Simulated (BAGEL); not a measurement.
**BNH3Cl (SMILES NBCl): a chain of runs**

Wanted: the energy (HF/def2-SVP), then the energy (NEVPT2(2,2)/def2-SVP), then the energy (CASPT2(2,2)/def2-SVP) of BNH3Cl. 

Program for the calculation: BAGEL 1.2.2.

## Step 1: The system as given

BNH3Cl: 6 atoms, total charge 0, spin state singlet. As SMILES, `NBCl`. The B2–Cl3 distance was set to 2.387 Å, away from the relaxed value.

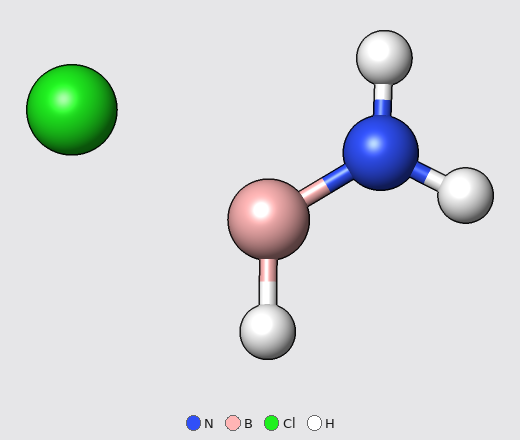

The structure, seen from a chosen angle (nitrogen blue, boron pink, chlorine green, hydrogen white).

## Step 2: The energy at HF/def2-SVP (density fitting with svp-jkfit) (run 1)

Contents of job.json:

```json
{ "bagel": [

{
  "title": "molecule",
  "basis": "svp",
  "df_basis": "svp-jkfit",
  "angstrom": false,
  "geometry": [
    { "atom": "N", "xyz": [    -0.85360630,    -0.90651107,    -1.99240250 ] },
    { "atom": "B", "xyz": [     0.59241213,    -1.19204869,     0.16509781 ] },
    { "atom": "Cl", "xyz": [     1.00136587,     2.24745128,     3.05379742 ] },
    { "atom": "H", "xyz": [    -1.07319247,    -2.30774299,    -3.25587339 ] },
    { "atom": "H", "xyz": [    -1.76634402,     0.70410251,    -2.42741746 ] },
    { "atom": "H", "xyz": [     1.64914698,    -3.12523851,     0.62505715 ] }
  ]
},

{
  "title": "hf",
  "charge": 0
},

{
  "title": "print",
  "file": "orbitals.molden",
  "orbitals": true
}

]}
```

The run is started by

```console
$ BAGEL_NUM_THREADS=1 BAGEL job.json > job.out
```

What it wrote:

```text
* using 1 threads per process

  ===============================================================
  ===============================================================

  *** Geometry ***

  { "atom" : "N", "xyz" : [     -0.853606,     -0.906511,     -1.992403 ] },
  { "atom" : "B", "xyz" : [      0.592412,     -1.192049,      0.165098 ] },
  { "atom" : "Cl", "xyz" : [      1.001366,      2.247451,      3.053797 ] },
  { "atom" : "H", "xyz" : [     -1.073192,     -2.307743,     -3.255873 ] },
  { "atom" : "H", "xyz" : [     -1.766344,      0.704103,     -2.427417 ] },
  { "atom" : "H", "xyz" : [      1.649147,     -3.125239,      0.625057 ] },

  Number of auxiliary basis functions:      334

  Since a DF basis is specified, we compute 2- and 3-index integrals:
    o Being stored without compression. Storage requirement is 0.010 GB

  Number of basis functions:       61
  Number of electrons      :       32

    * METHOD: MOLECULE                             0.09

  *** RHF ***

  === Nuclear Repulsion ===
    73.4338822032

      * DIIS with orbital gradients will be used.

  === RHF iteration (svp) ===
      0       -540.06258217          0.02074819           0.02
      1       -540.16933403          0.01156897           0.02
      2       -540.19914970          0.00186598           0.02
      3       -540.20066714          0.00038215           0.02
      4       -540.20075614          0.00010772           0.02
      5       -540.20076600          0.00004405           0.02
      6       -540.20076743          0.00001625           0.02
      7       -540.20076766          0.00000356           0.02
      8       -540.20076767          0.00000106           0.02
      9       -540.20076767          0.00000049           0.02
     10       -540.20076767          0.00000012           0.02
     11       -540.20076767          0.00000004           0.02
     12       -540.20076767          0.00000002           0.02
     13       -540.20076767          0.00000001           0.02
    * SCF iteration converged.

    * Permanent dipole moment:
           (    0.626299,     1.193086,     1.786617) a.u.

    * METHOD: HF                                   0.34

    * METHOD: PRINT                                0.01

  ===============================================================
```

It took 0.57 s on 1 thread of Arm Neoverse V1, shared host; peak memory 0.15 GiB.

## Step 3: A single-point energy at NEVPT2(2,2)/def2-SVP (density fitting with svp-jkfit) (run 2)

Contents of input.json:

```json
{ "bagel": [

{
  "title": "molecule",
  "basis": "svp",
  "df_basis": "svp-jkfit",
  "angstrom": "false",
  "geometry": [
    { "atom": "N", "xyz": [    -0.85360630,    -0.90651107,    -1.99240250 ] },
    { "atom": "B", "xyz": [     0.59241213,    -1.19204869,     0.16509781 ] },
    { "atom": "Cl", "xyz": [     1.00136587,     2.24745128,     3.05379742 ] },
    { "atom": "H", "xyz": [    -1.07319247,    -2.30774299,    -3.25587339 ] },
    { "atom": "H", "xyz": [    -1.76634402,     0.70410251,    -2.42741746 ] },
    { "atom": "H", "xyz": [     1.64914698,    -3.12523851,     0.62505715 ] }
  ]
},

{ "title": "hf" },

{ "title": "nevpt2", "nstate": 1, "nact": 2, "nclosed": 15, "active": [14, 17], "maxiter": 200, "natocc": "true", "ncore": 7 },

{ "title": "print", "file": "orbitals.molden", "orbitals": "true" }

]}
```

The run is started by

```console
$ BAGEL_NUM_THREADS=1 BAGEL input.json > input.out
```

What it wrote:

```text
* using 1 threads per process

  ===============================================================
  ===============================================================

  *** Geometry ***

  { "atom" : "N", "xyz" : [     -0.853606,     -0.906511,     -1.992403 ] },
  { "atom" : "B", "xyz" : [      0.592412,     -1.192049,      0.165098 ] },
  { "atom" : "Cl", "xyz" : [      1.001366,      2.247451,      3.053797 ] },
  { "atom" : "H", "xyz" : [     -1.073192,     -2.307743,     -3.255873 ] },
  { "atom" : "H", "xyz" : [     -1.766344,      0.704103,     -2.427417 ] },
  { "atom" : "H", "xyz" : [      1.649147,     -3.125239,      0.625057 ] },

  Number of auxiliary basis functions:      334

  Since a DF basis is specified, we compute 2- and 3-index integrals:
    o Being stored without compression. Storage requirement is 0.010 GB

  Number of basis functions:       61
  Number of electrons      :       32

    * METHOD: MOLECULE                             0.09

  *** RHF ***

  === Nuclear Repulsion ===
    73.4338822032

      * DIIS with orbital gradients will be used.

  === RHF iteration (svp) ===
      0       -540.06258217          0.02074819           0.02
      1       -540.16933403          0.01156897           0.02
      2       -540.19914970          0.00186598           0.02
      3       -540.20066714          0.00038215           0.02
      4       -540.20075614          0.00010772           0.02
      5       -540.20076600          0.00004405           0.02
      6       -540.20076743          0.00001625           0.02
      7       -540.20076766          0.00000356           0.02
      8       -540.20076767          0.00000106           0.02
      9       -540.20076767          0.00000049           0.02
     10       -540.20076767          0.00000012           0.02
     11       -540.20076767          0.00000004           0.02
     12       -540.20076767          0.00000002           0.02
     13       -540.20076767          0.00000001           0.02
    * SCF iteration converged.

    * Permanent dipole moment:
           (    0.626299,     1.193086,     1.786617) a.u.

    * METHOD: HF                                   0.34

    * freezing 7 orbitals
  ---------------------------
      CASSCF calculation
  ---------------------------

    ==== Active orbitals : =====
         Orbital 14
         Orbital 17
    ============================

    * nstate   :      1
    * nclosed  :     15
    * nact     :      2
    * nvirt    :     44
  === CASSCF iteration (svp) ===

    * Using the second-order algorithm

      0  0      -540.21019357     2.17e-03      0.01

      1  0      -540.21860126     9.37e-04      0.11

      2  0      -540.21999584     6.03e-04      0.11

      3  0      -540.22007843     2.45e-04      0.11

      4  0      -540.22008614     8.79e-05      0.11

      5  0      -540.22008704     3.06e-05      0.11

      6  0      -540.22008715     1.05e-05      0.11

      7  0      -540.22008716     3.63e-06      0.11

      8  0      -540.22008716     1.25e-06      0.11

      9  0      -540.22008716     4.30e-07      0.10

     10  0      -540.22008716     1.48e-07      0.10

     11  0      -540.22008716     5.09e-08      0.10

     12  0      -540.22008716     1.75e-08      0.09

     13  0      -540.22008716     6.01e-09      0.09

    * Second-order optimization converged. *

     guess   0:   closed 1.                   open ..

  === FCI iteration ===

      0  0      -540.19882490     6.45e-02      0.00
      1  0      -540.21873819     1.21e-02      0.00
      2  0 *    -540.22008716     1.53e-16      0.00

     * ci vector, state   0, <S^2> = 0.0000
       2.     0.9863397413
       .2    -0.1647237526

  === DF-NEVPT2 calculation ===

    * 3-index integral transformation done
    * assembly done

      NEVPT2 correlation energy:   -0.3695105652      0.06

          (+0)     -0.2882196098
          (+0)'    -0.0234194157
          (+1)     -0.0134954545
          (+1)'    -0.0000000000
          (+2)     -0.0007107459
          (-1)     -0.0390474127
          (-1)'     0.0000000000
          (-2)     -0.0046179265

      NEVPT2 total energy:       -540.5895977246

    * METHOD: NEVPT2                               1.52

    * METHOD: PRINT                                0.01

  ===============================================================
```

Run time: 2.1 s. Hardware: 1 thread of Arm Neoverse V1, shared host; peak memory 0.15 GiB.

## Step 4: A single-point energy at CASPT2(2,2)/def2-SVP (density fitting with svp-jkfit) (run 3)

Contents of job.json:

```json
{ "bagel" : [

{
  "title" : "molecule",
  "basis" : "svp",
  "df_basis" : "svp-jkfit",
  "geometry" : [
    { "atom" : "N", "xyz" : [ -0.85360630, -0.90651107, -1.99240250 ] },
    { "atom" : "B", "xyz" : [  0.59241213, -1.19204869,  0.16509781 ] },
    { "atom" : "Cl", "xyz" : [  1.00136587,  2.24745128,  3.05379742 ] },
    { "atom" : "H", "xyz" : [ -1.07319247, -2.30774299, -3.25587339 ] },
    { "atom" : "H", "xyz" : [ -1.76634402,  0.70410251, -2.42741746 ] },
    { "atom" : "H", "xyz" : [  1.64914698, -3.12523851,  0.62505715 ] }
  ]
},
{ "title" : "hf" },
{ "title" : "casscf", "nstate" : 1, "nact" : 2, "nclosed" : 15, "active" : [14, 17], "maxiter" : 200, "natocc" : true },
{ "title" : "print", "file" : "orbitals.molden", "orbitals" : true },
{ "title" : "smith", "method" : "caspt2", "ms" : true, "xms" : true, "sssr" : true, "shift" : 0.2, "shift_imag" : true, "ncore" : 7 }

]}
```

The run is started by

```console
$ BAGEL_NUM_THREADS=1 BAGEL job.json > job.out
```

What it wrote:

```text
* using 1 threads per process

  ===============================================================
  ===============================================================

  *** Geometry ***

  { "atom" : "N", "xyz" : [     -0.853606,     -0.906511,     -1.992403 ] },
  { "atom" : "B", "xyz" : [      0.592412,     -1.192049,      0.165098 ] },
  { "atom" : "Cl", "xyz" : [      1.001366,      2.247451,      3.053797 ] },
  { "atom" : "H", "xyz" : [     -1.073192,     -2.307743,     -3.255873 ] },
  { "atom" : "H", "xyz" : [     -1.766344,      0.704103,     -2.427417 ] },
  { "atom" : "H", "xyz" : [      1.649147,     -3.125239,      0.625057 ] },

  Number of auxiliary basis functions:      334

  Since a DF basis is specified, we compute 2- and 3-index integrals:
    o Being stored without compression. Storage requirement is 0.010 GB

  Number of basis functions:       61
  Number of electrons      :       32

    * METHOD: MOLECULE                             0.09

  *** RHF ***

  === Nuclear Repulsion ===
    73.4338822032

      * DIIS with orbital gradients will be used.

  === RHF iteration (svp) ===
      0       -540.06258217          0.02074819           0.02
      1       -540.16933403          0.01156897           0.02
      2       -540.19914970          0.00186598           0.02
      3       -540.20066714          0.00038215           0.02
      4       -540.20075614          0.00010772           0.02
      5       -540.20076600          0.00004405           0.02
      6       -540.20076743          0.00001625           0.02
      7       -540.20076766          0.00000356           0.02
      8       -540.20076767          0.00000106           0.02
      9       -540.20076767          0.00000049           0.02
     10       -540.20076767          0.00000012           0.02
     11       -540.20076767          0.00000004           0.02
     12       -540.20076767          0.00000002           0.02
     13       -540.20076767          0.00000001           0.02
    * SCF iteration converged.

    * Permanent dipole moment:
           (    0.626299,     1.193086,     1.786617) a.u.

    * METHOD: HF                                   0.34

  ---------------------------
      CASSCF calculation
  ---------------------------

    ==== Active orbitals : =====
         Orbital 14
         Orbital 17
    ============================

    * nstate   :      1
    * nclosed  :     15
    * nact     :      2
    * nvirt    :     44
  === CASSCF iteration (svp) ===

    * Using the second-order algorithm

      0  0      -540.21019357     2.17e-03      0.01

      1  0      -540.21860126     9.37e-04      0.11

      2  0      -540.21999584     6.03e-04      0.12

      3  0      -540.22007843     2.45e-04      0.12

      4  0      -540.22008614     8.79e-05      0.12

      5  0      -540.22008704     3.06e-05      0.11

      6  0      -540.22008715     1.05e-05      0.11

      7  0      -540.22008716     3.63e-06      0.12

      8  0      -540.22008716     1.25e-06      0.11

      9  0      -540.22008716     4.30e-07      0.11

     10  0      -540.22008716     1.48e-07      0.10

     11  0      -540.22008716     5.09e-08      0.10

     12  0      -540.22008716     1.75e-08      0.08

     13  0      -540.22008716     6.01e-09      0.08

    * Second-order optimization converged. *

     guess   0:   closed 1.                   open ..

  === FCI iteration ===

      0  0      -540.19882490     6.45e-02      0.00
      1  0      -540.21873819     1.21e-02      0.00
      2  0 *    -540.22008716     1.53e-16      0.00

     * ci vector, state   0, <S^2> = 0.0000
       2.     0.9863397413
       .2    -0.1647237526

    * METHOD: CASSCF                               1.44

    * METHOD: PRINT                                0.01

  === SMITH program ===

    * freezing 7 orbitals

    * Approximate memory requirement for SMITH calulation per MPI process:
      o Storage requirement for T-amplitude, lambda, and residual is 0.01 GB
      o Storage requirement for MO integrals is 0.00 GB
    * Calculating and saving rdm4f

    * Zeroth order energy : state  0       -0.8487921938

    * CASPT2 iteration is performed using orthogonal basis

      -------------------------------------------  CASPT2 iteration  ---------------------------------------------------
       #      aibj      arbs      arbi      airj      risj      airs      arst      rist         Etot      error   time
      ------------------------------------------------------------------------------------------------------------------

       0  -0.28735  -0.00547  -0.03933  -0.01392  -0.00091  -0.02038  -0.00000  -0.00000   -0.3673630  0.0015636   0.03
       1  -0.28745  -0.00549  -0.03941  -0.01404  -0.00095  -0.02065  -0.00000  -0.00000   -0.3679912  0.0001959   0.02
       2  -0.28745  -0.00549  -0.03940  -0.01405  -0.00095  -0.02066  -0.00000  -0.00000   -0.3680036  0.0000302   0.02
       3  -0.28745  -0.00549  -0.03940  -0.01405  -0.00095  -0.02066  -0.00000  -0.00000   -0.3680039  0.0000049   0.03
       4  -0.28745  -0.00549  -0.03940  -0.01405  -0.00095  -0.02066   0.00000  -0.00000   -0.3680039  0.0000008   0.03

      ------------------------------------------------------------------------------------------------------------------

    * CASPT2 energy : state  0     -540.5899536988
        w/o shift correction       -540.5880910215
        reference weight              0.8910638885

    * METHOD: SMITH                                0.20

  ===============================================================
```

Run time: 2.2 s. Hardware: 1 thread of Arm Neoverse V1, shared host; peak memory 0.15 GiB.

## Step 5: Outcome

| quantity | value |
| --- | --- |
| run 1, HF/def2-SVP: total energy | -540.20077 Eh |
| run 1, HF/def2-SVP: dipole moment | 5.69 D |
| run 1, HF/def2-SVP: HOMO energy | -10.81 eV |
| run 1, HF/def2-SVP: LUMO energy | 3.07 eV |
| run 1, HF/def2-SVP: HOMO–LUMO gap | 13.88 eV |
| run 2, NEVPT2(2,2)/def2-SVP: total energy | -540.58960 Eh |
| run 3, CASPT2(2,2)/def2-SVP: total energy | -540.58995 Eh |
